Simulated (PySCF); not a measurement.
# One shape, several levels: C2H6O2S (SMILES CC[SH](=O)=O)

Wanted: a comparison of 6 runs (HF/STO-3G, HF/3-21G, HF/cc-pVDZ, HF/def2-SVP, HF/def2-TZVP, PBE0/def2-SVP) of C2H6O2S. Input form: a Python script.

The calculation is run with PySCF 2.14.0.

## 1. Starting point

C2H6O2S: 11 atoms, total charge 0, spin state singlet. SMILES: `CC[SH](=O)=O`. The coordinates come from a GFN2-xTB relaxation. This is one conformer, not always the lowest.

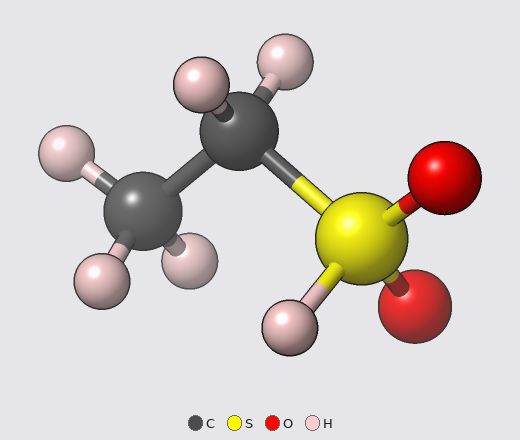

The structure, seen from a chosen angle (carbon dark grey, sulfur yellow, oxygen red, hydrogen pink).

## 2. Energy and gradient at HF/STO-3G (run 1)

Input file job.py:

```python
import pyscf.grad
from pyscf import gto

molecule = gto.M(
    atom=[
    ('C', (-0.519490, -0.513560, 1.097320)),
    ('C', (0.328580, 0.540640, 0.431800)),
    ('S', (0.258210, 0.210080, -1.343730)),
    ('O', (-1.099120, 0.215000, -1.796700)),
    ('O', (1.235660, 0.977070, -2.054860)),
    ('H', (-0.557100, -0.372670, 2.174830)),
    ('H', (-0.116940, -1.503660, 0.891970)),
    ('H', (-1.530450, -0.464810, 0.699990)),
    ('H', (1.376420, 0.498570, 0.714050)),
    ('H', (-0.057990, 1.545300, 0.580490)),
    ('H', (0.682230, -1.131950, -1.395160)),
],
    charge=0,
    basis='sto-3g',
    verbose=4,
    max_memory=1860,
)

mf = molecule.RHF()
mf.conv_tol = 1e-10
mf.kernel()
if not mf.converged:
    mf = mf.newton().run(mf.mo_coeff, mf.mo_occ)

e_final = mf.e_tot
print('E(%s) = %.9f' % ('HF', e_final))
grad = mf.Gradients().kernel()
mf.analyze()
```

Started as:

```sh
$ OMP_NUM_THREADS=1 python job.py
```

Standard output:

```text
PySCF version 2.14.0

[... 81 lines left out ...]
Total Energy =                        -618.743847583196043
[... 9 lines left out ...]
MO #3   energy= -20.0646888759236  occ= 2
[... 7 lines left out ...]
MO #11  energy= -1.23063267185987  occ= 2
[... 7 lines left out ...]
MO #19  energy= -0.529767284319526 occ= 2
[... 7 lines left out ...]
MO #27  energy= 0.384756311380829  occ= 0
[... 7 lines left out ...]
MO #35  energy= 0.765972851841843  occ= 0
[... 49 lines left out ...]
Dipole moment(X, Y, Z, Debye):  0.79877, -1.74570,  3.79537
```

Wall time 5.4 s (1 thread of Intel Xeon at 2.50GHz (Skylake/Cascade Lake), shared host); peak memory 0.12 GiB.

## 3. Energy and gradient at HF/3-21G (run 2)

Input file input.py:

```python
from pyscf import gto

mol = gto.M(
    atom='''
C     -0.519490    -0.513560     1.097320
C      0.328580     0.540640     0.431800
S      0.258210     0.210080    -1.343730
O     -1.099120     0.215000    -1.796700
O      1.235660     0.977070    -2.054860
H     -0.557100    -0.372670     2.174830
H     -0.116940    -1.503660     0.891970
H     -1.530450    -0.464810     0.699990
H      1.376420     0.498570     0.714050
H     -0.057990     1.545300     0.580490
H      0.682230    -1.131950    -1.395160
''',
    verbose=4,
    basis='3-21g',
    charge=0,
    max_memory=1860,
)

calc0 = mol.RHF()
calc0.conv_tol = 1e-10
calc0.kernel()
if not calc0.converged:
    calc0 = calc0.newton().run(calc0.mo_coeff, calc0.mo_occ)

energy = calc0.e_tot
print('Final energy', energy)
grad = calc0.nuc_grad_method().kernel()
dip = calc0.dip_moment()
pop, q = calc0.mulliken_pop()
```

Started as:

```sh
$ OMP_NUM_THREADS=1 python input.py
```

Standard output:

```text
PySCF version 2.14.0

[... 69 lines left out ...]
converged SCF energy = -622.959810176343
Final energy -622.9598101763428
[... 11 lines left out ...]
Dipole moment(X, Y, Z, Debye):  0.89763, -2.17961,  5.21034
[... 73 lines left out ...]
charge of   10H =      0.00531
```

It took 6 s on 1 thread of Intel Xeon at 2.50GHz (Skylake/Cascade Lake), shared host; peak memory 0.13 GiB.

Runs 3 to 5 aren't shown in full; the table further down has their settings and results.

## 4. Energy and gradient at PBE0/def2-SVP (run 6)

Input file run.py:

```python
# CC[SH](=O)=O
from pyscf import gto, dft

mol = gto.Mole()
mol.atom = [
    ('C', (-0.519490, -0.513560, 1.097320)),
    ('C', (0.328580, 0.540640, 0.431800)),
    ('S', (0.258210, 0.210080, -1.343730)),
    ('O', (-1.099120, 0.215000, -1.796700)),
    ('O', (1.235660, 0.977070, -2.054860)),
    ('H', (-0.557100, -0.372670, 2.174830)),
    ('H', (-0.116940, -1.503660, 0.891970)),
    ('H', (-1.530450, -0.464810, 0.699990)),
    ('H', (1.376420, 0.498570, 0.714050)),
    ('H', (-0.057990, 1.545300, 0.580490)),
    ('H', (0.682230, -1.131950, -1.395160)),
]
mol.basis = 'def2-svp'
mol.max_memory = 1860
mol.verbose = 4
mol.build()

myscf = dft.RKS(mol, xc='pbe0')
myscf.conv_tol = 1e-10
myscf.grids.level = 5
myscf.kernel()
if not myscf.converged:
    myscf = myscf.newton().run(myscf.mo_coeff, myscf.mo_occ)

e_final = myscf.e_tot
print('Final energy', e_final)
grad = myscf.nuc_grad_method().kernel()
dip = myscf.dip_moment()
pop, q = myscf.mulliken_pop()
```

Started as:

```sh
$ OMP_NUM_THREADS=1 python run.py
```

Standard output:

```text
PySCF version 2.14.0

[... 82 lines left out ...]
converged SCF energy = -627.685190146079
Final energy -627.6851901460794
[... 12 lines left out ...]
Dipole moment(X, Y, Z, Debye):  0.69266, -1.67696,  4.04863
[... 116 lines left out ...]
charge of   10H =      0.03732
```

Wall time 1.8 min (1 thread of Intel Xeon at 2.50GHz (Skylake/Cascade Lake), shared host); peak memory 1 GiB.

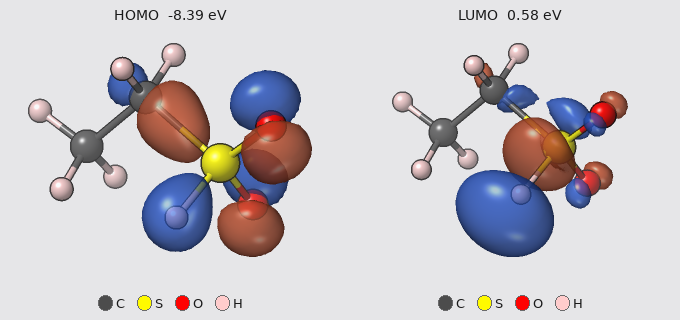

Frontier orbitals of this run, surfaces at ±0.2 Å^-3/2.

## 5. The series

```
run          level  integration grid  energy (Eh)  dipole moment (D)  HOMO energy (eV)  LUMO energy (eV)  wall time
  1      HF/STO-3G                 –  -618.743848               4.25             -7.59              9.75      5.4 s
  2       HF/3-21G                 –  -622.959810               5.72            -11.59              4.55        6 s
  3     HF/cc-pVDZ                 –  -626.384656               5.05            -11.89              3.92       29 s
  4    HF/def2-SVP                 –  -626.072722               5.23            -12.08              3.82       29 s
  5   HF/def2-TZVP                 –  -626.547506               5.06            -12.21              3.24    3.8 min
  6  PBE0/def2-SVP                 5  -627.685190               4.44             -8.39              0.58    1.8 min
```

## 6. Summary of results

```
                       quantity          value
            run 6: total energy  -627.68519 Eh
           run 6: dipole moment         4.44 D
             run 6: HOMO energy       -8.39 eV
             run 6: LUMO energy        0.58 eV
           run 6: HOMO–LUMO gap        8.96 eV
run 6: largest force on an atom     1.946 eV/Å
```

In words: The dipole moment (its size) runs from 4.25 D (HF/STO-3G) to 5.72 D (HF/3-21G). The HOMO–LUMO gap runs from 8.96 eV (PBE0/def2-SVP) to 17.34 eV (HF/STO-3G). The two ends differ in method and basis. In run 1 the basis is minimal, so the values are rough. All runs together took 6.7 min, the longest 3.8 min.
